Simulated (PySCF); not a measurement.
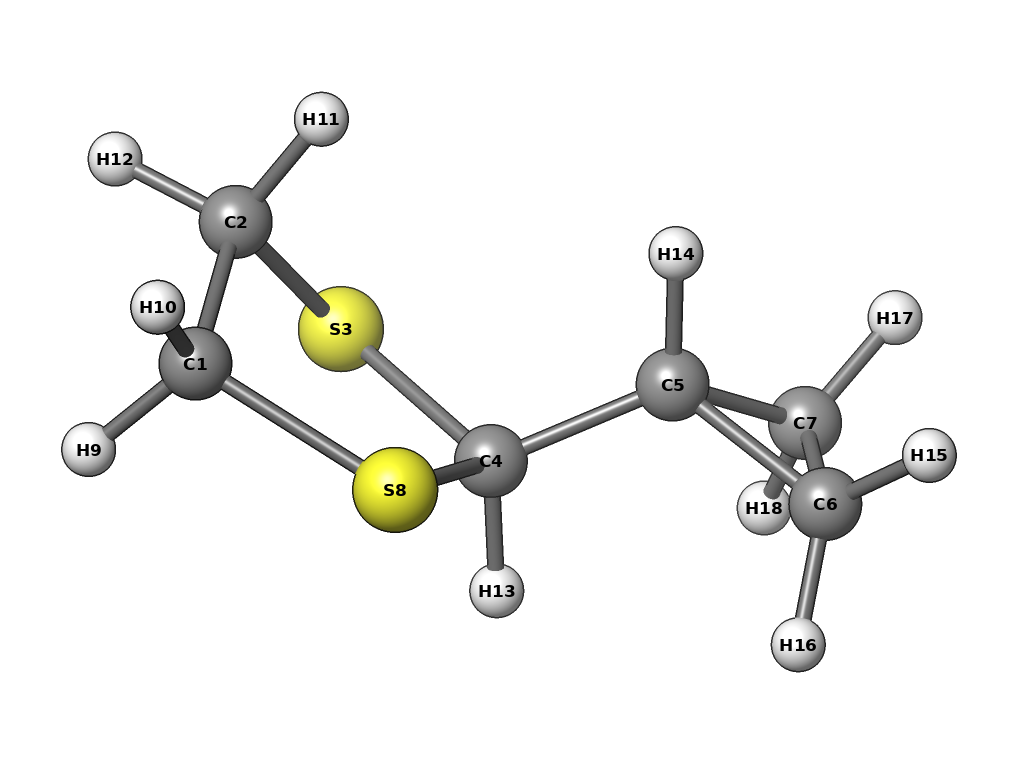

Computed geometry: PBE0-D3(BJ)/def2-SVP optimisation. No frequency run is at hand to confirm it as a minimum. Method: TDDFT CAM-B3LYP/def2-SVPD, vertical, gas phase, core orbitals frozen in the response (PySCF 2.14.0), and the same with a continuum solvent (IEF-PCM, Bondi radii x 1.2, gas-phase geometry).

How do dipole (D), HOMO–LUMO gap (eV), lowest singlet (eV) change in benzene (ε = 2.3), methanol (ε = 32.6)?

```csv
medium,dipole (D),HOMO–LUMO gap (eV),lowest singlet (eV)
gas phase,1.02,8.74,5.13
benzene,1.20,8.80,5.14
methanol,1.44,8.88,5.19
```
